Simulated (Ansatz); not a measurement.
# Polymorphs of Pt

47 relaxations of Pt ended in 16 distinct structures; the lowest 14 are listed. Calculation: PBEsol (plane waves to 420 eV, PAW, scalar-relativistic; Ansatz, a first-principles code).

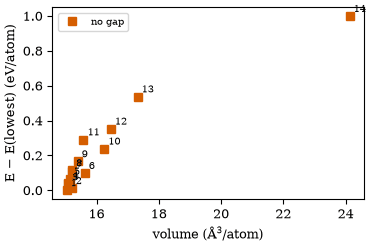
Figure. Energy against volume of the distinct structures, numbered as in the table

```tsv
#	space group	Pearson	type	E − E(lowest) (eV/atom)	V (Å³/atom)	coordination	runs ending here
1	Fm-3m	cF4	fcc (Cu type)	0.00	15.04	Pt 12 (cuboctahedral)	18
2	I4/mmm	tI2	AFLOW prototype A_tI2_139_a (A_a)	0.01	15.20	–	8
3	P6₃/mmc	hP4	AFLOW prototype A_hP4_194_ac (A3', as in La)	0.03	15.08	–	1
4	R-3m	hR3	AFLOW prototype A_hR3_166_ac (C19, as in Sm)	0.04	15.10	–	1
5	P6₃/mmc	hP2	hcp (Mg type)	0.07	15.14	Pt 12 (anticuboctahedral)	3
6	P6₃/mmc	hP4	–	0.10	15.62	–	1
7	I-43d	cI16	AFLOW prototype A_cI16_220_c (as in Li)	0.11	15.21	–	1
8	Im-3m	cI2	bcc (W type)	0.11	15.21	Pt 8 (cubic)+6	1
9	P6/mmm	hP3	–	0.17	15.39	–	1
10	I-43m	cI8	–	0.24	16.25	–	1
11	Pm-3n	cP8	–	0.29	15.58	–	1
12	I4₁/amd	tI4	AFLOW prototype A_tI4_141_a (A5, as in Sn)	0.35	16.46	–	1
13	Pm-3m	cP1	simple cubic type	0.54	17.32	Pt 6 (octahedral)	4
14	Fd-3m	cF16	–	1.00	24.13	–	1
```

Coordination numbers (neighbours up to the widest gap in distance over summed covalent radii, below 1.35; n+m marks a second, longer set). All are gapless at this level. Fm-3m, cF4, fcc (Cu type) is the lowest of the structures calculated here.

Space group Fm-3m (No. 225); a = 3.918 Å, b = 3.918 Å, c = 3.918 Å, α = 90.00°, β = 90.00°, γ = 90.00°

```csv
atom,site,symmetry,x,y,z
Pt,4a,m-3m,0.0000,0.0000,0.0000
```
(The calculation used a cell of 1 atom; values per cell refer to that cell.)

Probably no minimum, since a slightly shaken restart fell lower: R-3m, hR3, AFLOW prototype A_hR3_166_ac (C19, as in Sm) (by 0.03 eV/atom, to I4/mmm); I-43d, cI16, AFLOW prototype A_cI16_220_c (as in Li) (by 0.09 eV/atom, to I4/mmm); P6/mmm, hP3 (by 0.15 eV/atom, to I4/mmm); I-43m, cI8 (by 0.23 eV/atom, to I4/mmm); Pm-3n, cP8 (by 0.29 eV/atom, to Fm-3m). Each run could gain symmetry but not lose that of its start, so entries can be saddle points. From databases, or of a type measured for this composition: Fm-3m, cF4, fcc (Cu type); P6₃/mmc, hP2, hcp (Mg type); the others are generated cells (placed on structure types, drawn at random, substituted or restacked) that were not matched to a known phase here. Static energies at zero pressure. The runs use different k-meshes, so differences are rounded accordingly. No spin polarisation in the result.
